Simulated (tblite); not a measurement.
## Frequency calculation, with input and output: C4H13BSSi2

- system: C4H13BSSi2, SMILES CBC1([SiH2]S[SiH3])CC1
- method: GFN2-xTB harmonic vibrations, gas phase (tblite 0.8.0)

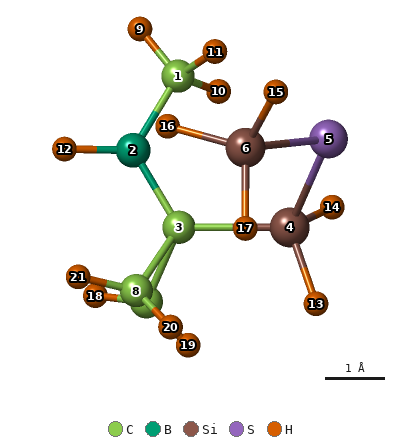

Figure 1. The input geometry (ball-and-stick view, seen at an oblique angle; atoms are numbered from 1 in the order of the input).

## Input
```
{"job": {"kind": "ir", "xc": "GFN2-xTB", "basis": "xTB"}, "charge": 0, "multiplicity": 1}
C     -1.867866     0.733180     1.559046
B     -1.301154    -0.533916     0.827818
C     -0.471980    -0.382800    -0.479985
Si     0.260966     1.278872    -0.992089
S      1.425537     2.162403     0.594563
Si     2.540578     0.516705     1.389913
C     -0.960912    -1.230026    -1.652961
C      0.300743    -1.597573    -0.976931
H     -2.565598     0.516982     2.363959
H     -2.354240     1.417706     0.865091
H     -1.042684     1.301799     1.989974
H     -1.501119    -1.612408     1.249925
H      1.167856     1.097195    -2.129061
H     -0.739039     2.300023    -1.281233
H      3.387048     1.146214     2.388142
H      1.607587    -0.446478     1.964262
H      3.314294    -0.097528     0.315841
H     -1.831872    -1.848718    -1.494164
H     -0.917723    -0.793312    -2.639915
H      1.231434    -1.433833    -1.501805
H      0.309223    -2.477547    -0.350495
```

The first line tells a small driver script what to run in tblite; the rest is the geometry in Å.

Command:
```bash
OMP_NUM_THREADS=1 python <driver script> task.json out
```

## Log
```
mode    cm-1     km/mol
  1     -23.1      1.67
  2      30.5      1.80
  3      54.1      0.37
  4      66.1      0.83
  5      90.0      5.34
  6     117.3      0.27
  7     134.8      1.57
  8     171.8      1.39
  9     236.5      1.32
 10     276.8      0.36
 11     295.9      4.94
 12     366.5      0.98
 13     468.5     17.11
 14     485.6     26.65
 15     509.5    142.08
 16     531.2     60.92
 17     560.2     40.10
 18     566.4     10.27
 19     574.0     17.30
 20     600.7     11.45
 21     711.0    382.90
 22     754.8    100.87
 23     771.9     99.56
 24     774.6    502.07
 25     789.1    265.67
 26     797.1     12.78
 27     840.1     13.11
 28     854.8    157.63
 29     892.7     25.96
 30     930.9     21.04
 31     944.6      1.92
 32     988.6     11.53
 33    1010.4     60.03
 34    1057.1      2.82
 35    1067.2      0.50
 36    1143.1     85.21
 37    1149.7      1.32
 38    1225.4    127.31
 39    1327.9     59.40
 40    1384.2     36.11
 41    1447.6      0.05
 42    1478.4      5.43
 43    1486.4      2.48
 44    1488.0      1.67
 45    2231.1    227.84
 46    2286.5    332.94
 47    2298.0    115.57
 48    2307.2    250.91
 49    2361.4    197.66
 50    2592.8    147.03
 51    2991.9     16.67
 52    3014.8     22.25
 53    3041.2     39.23
 54    3065.3     16.02
 55    3075.0     15.06
 56    3080.1     29.96
 57    3090.5     54.40
```

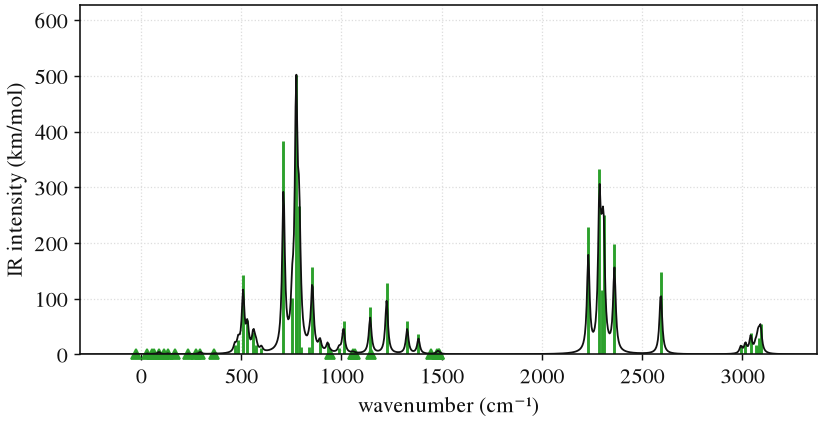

Figure 2. Harmonic infrared spectrum, unscaled: sticks (degenerate modes added up, dark ones marked on the axis) with a Lorentzian envelope of 16 cm⁻¹ full width, scaled to the tallest stick; imaginary modes are drawn at negative wavenumbers. 57 modes from 23i to 3090 cm⁻¹, 1 imaginary beyond 8i (23i cm⁻¹): not a clean minimum; so soft a mode can be a shallow saddle, an incomplete relaxation or noise of the force constants. The strongest line is at 775 cm⁻¹ (502 km/mol).

## Summary

- outcome: converged
- total energy: −630.0340 eV
- zero-point energy: 95.6210 kcal/mol
- hardware: 1 CPU thread, shared host
- wall time: 0.94 s
- peak memory: 0.18 GiB
